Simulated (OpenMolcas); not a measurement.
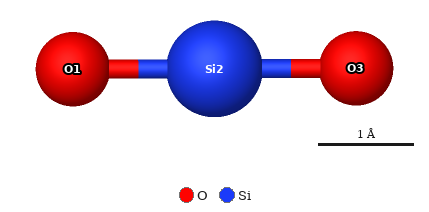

Figure 1. The structure as given in the input (ball-and-stick view, seen at a tilt; atoms are numbered from 1 in the order of the input).

# Energy and gradient calculation of SiO₂

System: SiO₂, SMILES O=[Si]=O.
Method: HF/ANO-RCC-VTZP, RHF, DKH2 (OpenMolcas 26.06).

The geometry comes from this level: GFN2-xTB.

The program's output:
```
--- Start Module: gateway ---

                                              &GATEWAY

                       available to each process: 1.9 GB of memory, 1 thread

++    Symmetry information:
      ---------------------

                    Character Table for C1

                             E
                    a        1  x, y, xy, Rz, z, xz, Ry, yz, Rx, I
--

++    Basis set information:
      ----------------------

      Basis set label: O.ANO-RCC...4S3P2D1F.

      Electronic valence basis set:
      ------------------
      Associated Effective Charge   8.000000 au
      Associated Actual Charge      8.000000 au
      Nuclear Model: Point charge

      Shell  nPrim  nBasis  Cartesian Spherical Contaminant
         s      14       4        X
         p       9       3        X
         d       4       2                 X
         f       3       1                 X

      Basis set label: SI.ANO-RCC...5S4P2D1F.

      Electronic valence basis set:
      ------------------
      Associated Effective Charge  14.000000 au
      Associated Actual Charge     14.000000 au
      Nuclear Model: Point charge

      Shell  nPrim  nBasis  Cartesian Spherical Contaminant
         s      17       5        X
         p      12       4        X
         d       5       2                 X
         f       4       1                 X

      Basis set label: O.ANO-RCC...4S3P2D1F.

      Electronic valence basis set:
      ------------------
      Associated Effective Charge   8.000000 au
      Associated Actual Charge      8.000000 au
      Nuclear Model: Point charge

      Shell  nPrim  nBasis  Cartesian Spherical Contaminant
         s      14       4        X
         p       9       3        X
         d       4       2                 X
         f       3       1                 X
--

++    Molecular structure info:
      -------------------------

                    ************************************************
                    **** Cartesian Coordinates / bohr, angstrom ****
                    ************************************************

     Center  Label                x              y              z                     x              y              z
        1      O1               1.306235       2.300345       0.970828              0.691230       1.217290       0.513740
        2      SI2             -0.001380       0.000831      -0.000302             -0.000730       0.000440      -0.000160
        3      O3              -1.304875      -2.301195      -0.970526             -0.690510      -1.217740      -0.513580

                    ***************************************
                    *    InterNuclear Distances / bohr    *
                    ***************************************

               1 O1            2 SI2           3 O3
    1 O1       0.000000
    2 SI2      2.817927        0.000000
    3 O3       5.635683        2.817758        0.000000

                    *******************************************
                    *    InterNuclear Distances / angstrom    *
                    *******************************************

               1 O1            2 SI2           3 O3
    1 O1       0.000000
    2 SI2      1.491183        0.000000
    3 O3       2.982275        1.491093        0.000000

                    **************************************
                    *    Valence Bond Angles / degree    *
                    **************************************
                          Atom centers                 Phi
                      1 O1       2 SI2      3 O3       179.90
--

            Nuclear Potential Energy             90.84965719 au

--- Stop Module: gateway /rc=_RC_ALL_IS_WELL_ ---

--- Start Module: seward ---

                                              &SEWARD

                       available to each process: 1.9 GB of memory, 1 thread

               SEWARD will generate:
                  Multipole Moment integrals up to order  2
                  Kinetic Energy integrals
                  Nuclear Attraction integrals (point charge)
                  One-Electron Hamiltonian integrals
                  Velocity integrals
                  Relativistic Douglas-Kroll-Hess integrals:
                    - Parametrization         : EXP
                    - DKH order of Hamiltonian: 2
                    - DKH order of Properties : 0
                         - multipole moment operators
                         - electric potential operators
                         - contact operators
                  Orbital angular momentum around ( -0.0003   0.0002  -0.0001 )
                  Velocity quadrupole around ( -0.0003   0.0002  -0.0001 )
                  Atomic mean-field integrals
                  Two-Electron Repulsion integrals

                   Integrals are discarded if absolute value <: 1.00E-14
                   Integral cutoff threshold is set to       <: 1.00E-16

            Nuclear Potential Energy             90.84965719 au

      Basis set specifications :
      Symmetry species         a
      Basis functions           94

--- Stop Module: seward /rc=_RC_ALL_IS_WELL_ ---
--- Module seward spent 7 seconds ---

--- Start Module: scf ---

                                                &SCF

                       available to each process: 1.9 GB of memory, 1 thread

++    Input section:
      --------------

      Header of the integral files:

      Cartesian coordinates in angstrom:
      -----------------------------------------------------
      No.  Label        X            Y            Z
      -----------------------------------------------------
       1   O1         0.69123000   1.21729000   0.51374000
       2   SI2       -0.00073000   0.00044000  -0.00016000
       3   O3        -0.69051000  -1.21774000  -0.51358000
      -----------------------------------------------------
      Nuclear repulsion energy =   90.84965719
--

++    Orbital specifications:
      -----------------------

      Symmetry species               1
                                     a
      Frozen orbitals                0
      Occupied orbitals             15
      Secondary orbitals            79
      Deleted orbitals               0
      Total number of orbitals      94
      Number of basis functions     94
--

      Molecular charge                           0.000

++    Optimization specifications:
      ----------------------------

      SCF Algorithm: Conventional
      Minimized density differences are used
      Number of density matrices in core                 5
      Maximum number of NDDO SCF iterations            400
      Maximum number of HF SCF iterations              400
      Threshold for SCF energy change             1.00E-05
      Threshold for density matrix                1.00E-02
      Threshold for Fock matrix                   1.00E-02
      Threshold for linear dependence             1.00E-09
      Threshold at which DIIS is turned on        1.50E-01
      Maximum depth in the DIIS procedure                5
      Maximum depth in the BFGS Hessian update          30
      Threshold at which QNR/C2DIIS is turned on  7.50E-02
      Threshold for Norm(delta) (QNR/C2DIIS)      1.00E-01
      All orbitals punched on: SCFORB
--

      Input vectors read from INPORB
      Orbital file label: *Guess orbitals

++ Convergence information
                                   SCF        iterations: Energy and convergence statistics

Iter     Tot. SCF        One-elec.       Two-elec.     Energy      Max Dij or  Max Fij      DNorm      TNorm      AccCon     Time
         Energy          Energy          Energy        Change      Delta Norm                                                in Sec.
   1  -438.888435774  -788.400985746   258.662892782   0.00E+00    3.53E-01*   2.52E-01*    7.60E+00   1.29E+02   None         0.
   2  -439.217899763  -787.716132522   257.648575568  -3.29E-01*   2.98E-01*   1.28E-01*    3.22E+00   1.29E+02   EDIIS        0.
   3  -439.348017191  -791.572336850   261.374662468  -1.30E-01*   5.90E-02*   6.52E-02*    9.23E-01   1.30E+02   EDIIS        0.
   4  -439.434084976  -789.030960465   258.747218298  -8.61E-02*   1.77E-02*   1.26E-02*    2.45E-01   1.29E+02   c2DIIS       0.
   5  -439.442279842  -789.706687770   259.414750738  -8.19E-03*   4.77E-03    1.89E-03     3.87E-02   1.29E+02   QNRc2DIIS    0.
   6  -439.442329984  -789.657821918   259.365834743  -5.01E-05*   4.17E-03    1.45E-03     9.91E-03   1.29E+02   QNRc2DIIS    0.
   7  -439.442346409  -789.668971791   259.376968192  -1.64E-05*   7.13E-04    3.17E-04     2.33E-03   1.29E+02   QNRc2DIIS    0.
   8  -439.442347763  -789.670398777   259.378393823  -1.35E-06    4.01E-04    1.02E-04     4.06E-04   1.29E+02   QNRc2DIIS    0.

       Convergence after   8 Iterations
--

 *****************************************************************************************************************************
 *                                             SCF/KS-DFT Program, Final results                                             *
 *                                                       Final Results                                                       *
 *****************************************************************************************************************************

::    Total SCF energy                               -439.4423477631
      One-electron energy                            -789.6703987768
      Two-electron energy                             259.3783938232
      Nuclear repulsion energy                         90.8496571905
      Kinetic energy (interpolated)                   443.9072618658
      Virial theorem                                    0.9899417863
      Total spin, S(S+1)                                0.0000000000
      Total spin, S                                     0.0000000000
      Max non-diagonal density matrix element           0.0004233323
      Max non-diagonal Fock matrix element              0.0000575612

      All orbitals with orbital energies smaller than  E(LUMO)+0.5 are printed

++    Molecular orbitals:
      -------------------

      Title: SCF orbitals

      Molecular orbitals for symmetry species 1: a

          Orbital            1         2         3         4         5         6         7         8         9        10
          Energy          -69.0355  -20.5951  -20.5951   -6.2488   -4.3285   -4.3285   -4.3255   -1.3330   -1.3047   -0.6537
          Occ. No.          2.0000    2.0000    2.0000    2.0000    2.0000    2.0000    2.0000    2.0000    2.0000    2.0000

          Orbital           11        12        13        14        15        16        17        18        19        20
          Energy           -0.5719   -0.5557   -0.5557   -0.5126   -0.5126   -0.0038    0.0923    0.0923    0.1763    0.2294
          Occ. No.          2.0000    2.0000    2.0000    2.0000    2.0000    0.0000    0.0000    0.0000    0.0000    0.0000

          Orbital           21        22        23        24        25        26        27        28
          Energy            0.2296    0.2298    0.2345    0.2345    0.3123    0.3596    0.3596    0.3727
          Occ. No.          0.0000    0.0000    0.0000    0.0000    0.0000    0.0000    0.0000    0.0000

--

++    Molecular charges:
      ------------------

      Mulliken charges per centre and basis function type
      ---------------------------------------------------

                O1      SI2     O3
      1s       1.9984  2.0000  1.9984
      2s       1.8135  1.9833  1.8134
      2px      1.5743  1.9974  1.5750
      2pz      1.5992  1.9984  1.5993
      2py      1.4594  1.9929  1.4585
      3s      -0.0286  0.9900 -0.0286
      3px     -0.0061  0.4483 -0.0061
      3pz     -0.0039  0.4435 -0.0039
      3py     -0.0166  0.4709 -0.0166
      4s      -0.0016  0.0224 -0.0016
      3d2+     0.0071  0.1752  0.0071
      3d1+     0.0026  0.0623  0.0026
      3d0      0.0035  0.0845  0.0035
      3d1-     0.0059  0.1344  0.0059
      3d2-     0.0059  0.1157  0.0059
      4px      0.0002  0.0226  0.0002
      4pz      0.0002  0.0119  0.0002
      4py      0.0005  0.0734  0.0005
      5s       0.0000  0.0009  0.0000
      4d2+     0.0007 -0.0020  0.0007
      4d1+     0.0002 -0.0001  0.0002
      4d0      0.0003 -0.0001  0.0003
      4d1-     0.0005  0.0019  0.0005
      4d2-     0.0003  0.0081  0.0003
      5px      0.0000  0.0001  0.0000
      5pz      0.0000  0.0002  0.0000
      5py      0.0000 -0.0008  0.0000
      4f3+     0.0002  0.0110  0.0002
      4f2+     0.0002  0.0159  0.0002
      4f1+     0.0001  0.0095  0.0001
      4f0      0.0001  0.0056  0.0001
      4f1-     0.0004  0.0283  0.0004
      4f2-     0.0002  0.0173  0.0002
      4f3-     0.0005  0.0421  0.0005
      Total    8.4175 13.1652  8.4173

      N-E     -0.4175  0.8348 -0.4173

      Total electronic charge=   30.000000

      Total            charge=   -0.000000
--

++    Static properties:
      ------------------

      LoProp Charges per center

                   O1       SI2      O3
      Nuclear      8.0000  14.0000   8.0000
      Electronic  -8.8665 -12.2670  -8.8665

      Total       -0.8665   1.7330  -0.8665
--

++    Natural Bond Order analysis
      ---------------------------
      Based on LoProp computed density
      -------------------------------------------------------------------------------------
      Atom A       Atom B       Bond Order
      -------------------------------------------------------------------------------------
      NBO located      1.000 non-bonded electrons on atom O1
      NBO located      0.997 non-bonded electrons on atom O1
      NBO located      0.964 non-bonded electrons on atom O1
      NBO located      1.012 non-bonded electrons on atom SI2
      NBO located      1.006 non-bonded electrons on atom SI2
      NBO located      1.000 non-bonded electrons on atom SI2
      NBO located      1.001 non-bonded electrons on atom SI2
      NBO located      1.000 non-bonded electrons on atom SI2
      NBO located      1.000 non-bonded electrons on atom O3
      NBO located      0.997 non-bonded electrons on atom O3
      NBO located      0.963 non-bonded electrons on atom O3
      The remaining    5.118 electrons are to be considered as diffuse
--

++    Molecular properties:
      ---------------------

      Charge (e):
                      =   -0.0000
      Dipole Moment (debye):
      Origin of the operator (angstrom)=   -0.0001    0.0001   -0.0000
                   X= -7.7505E-03               Y=  4.6693E-03               Z= -1.7196E-03           Total=  9.2103E-03
      Quadrupole Moment (debye*angstrom):
      Origin of the operator (angstrom)=   -0.0001    0.0001   -0.0000
                  XX= -2.2725E+01              XY= -5.6615E+00              XZ= -2.3885E+00              YY= -2.9490E+01
                  YZ= -4.2093E+00              ZZ= -2.1288E+01
      In traceless form (debye*angstrom)
                  XX=  2.6640E+00              XY= -8.4922E+00              XZ= -3.5828E+00              YY= -7.4830E+00
                  YZ= -6.3139E+00              ZZ=  4.8190E+00
--

--- Stop Module: scf /rc=_RC_ALL_IS_WELL_ ---
--- Module scf spent 2 seconds ---

--- Start Module: alaska ---

                                              &ALASKA

                       available to each process: 1.9 GB of memory, 1 thread

                     Threshold for contributions to the gradient: 1.000E-07

                    ********************************************
                    * Symmetry Adapted Cartesian Displacements *
                    ********************************************

           Irreducible representation : a
           Basis function(s) of irrep: x, y, xy, Rz, z, xz, Ry, yz, Rx, I

 Basis Label        Type   Center Phase
   1   O1           x         1     1
   2   O1           y         1     1
   3   O1           z         1     1
   4   SI2          x         2     1
   5   SI2          y         2     1
   6   SI2          z         2     1
   7   O3           x         3     1
   8   O3           y         3     1
   9   O3           z         3     1

                     No automatic utilization of translational and rotational invariance of the energy is employed.

 Conventional ERI gradients!

 **************************************************
 *              Molecular gradients               *
 **************************************************

  Irreducible representation: a
 ------------------------------------------------------------------------------------------
                              X                       Y                       Z
 ------------------------------------------------------------------------------------------
  O1                6.69885748924948E-03    1.16194531085441E-02    4.93957732832406E-03
  SI2              -2.06034526254503E-04    8.51120010169834E-06   -7.12155548886068E-05
  O3               -6.49282296304499E-03   -1.16279643086177E-02   -4.86836177345662E-03
 ------------------------------------------------------------------------------------------

--- Stop Module: alaska /rc=_RC_ALL_IS_WELL_ ---
--- Module alaska spent 27 seconds ---

.##################.
.# Happy landing! #.
.##################.

    Timing: Wall=38.40 User=36.83 System=1.52
```

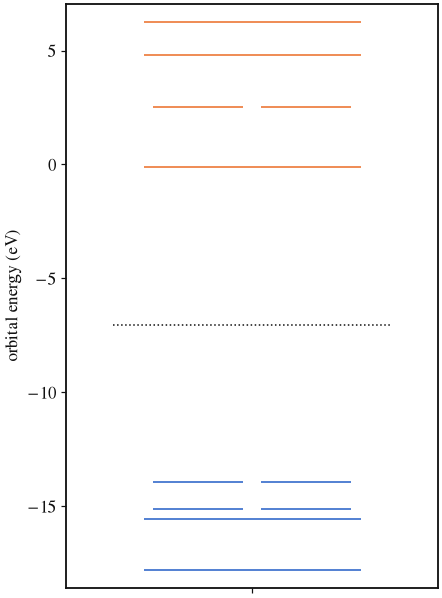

Figure 2. Orbital energies near the frontier; the dotted line parts filled from empty levels, and levels within 0.02 eV of each other stand side by side. Highest filled −13.95 eV, lowest empty −0.10 eV, 13.85 eV apart.

This output came from the following input.

Input:
```
* O2Si Hartree-Fock
>>> EXPORT MOLCAS_PRINT=2

&GATEWAY
  Coord
  3
  angstrom
  O        0.691230       1.217290       0.513740
  Si      -0.000730       0.000440      -0.000160
  O       -0.690510      -1.217740      -0.513580
  Basis=ANO-RCC-VTZP
  Group=NoSym

&SEWARD

&SCF
  Thresholds=1e-05 0.01 0.01 0.1
  PrOrbitals=1 1

&ALASKA
```

Launched with:
```bash
export MOLCAS_MEM=1860
pymolcas job.inp > job.log
```

Results in brief:

```json
{"quantity": "outcome", "value": "converged"}
{"quantity": "total energy", "value": "−439.442348 hartree"}
{"quantity": "basis functions", "value": "94"}
{"quantity": "largest force", "value": "0.735 eV/Å"}
{"quantity": "HOMO", "value": "−13.95 eV"}
{"quantity": "LUMO", "value": "−0.10 eV"}
{"quantity": "dipole moment", "value": "0.01 debye"}
{"quantity": "hardware", "value": "1 thread of Arm Neoverse V1, 24 GiB of memory available, shared host"}
{"quantity": "wall time", "value": "39 s"}
{"quantity": "peak memory", "value": "0.53 GiB"}
```

These settings are looser than, or depart from, a standard set-up, so the numbers are not reference values for this system.
